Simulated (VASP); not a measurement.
Band structure of Fe (bcc). Level of theory: TPSS meta-GGA, VASP's PBE PAW potentials (set 64) (plane waves; VASP 6.6.1).

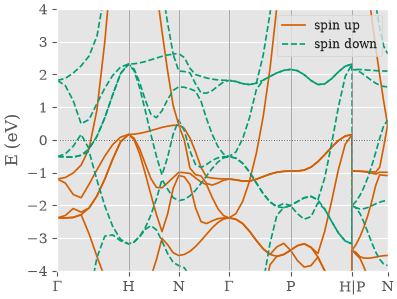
Bands along high-symmetry lines, zero at the valence-band maximum or, without a gap, the Fermi level

### Question
Read the plot: is there a gap, and where are the band edges?

### Answer
It has no gap at this level: it comes out as a metal or semimetal.

The compound is Fe in the bcc structure. It was relaxed first, which changed the volume by -7 %.
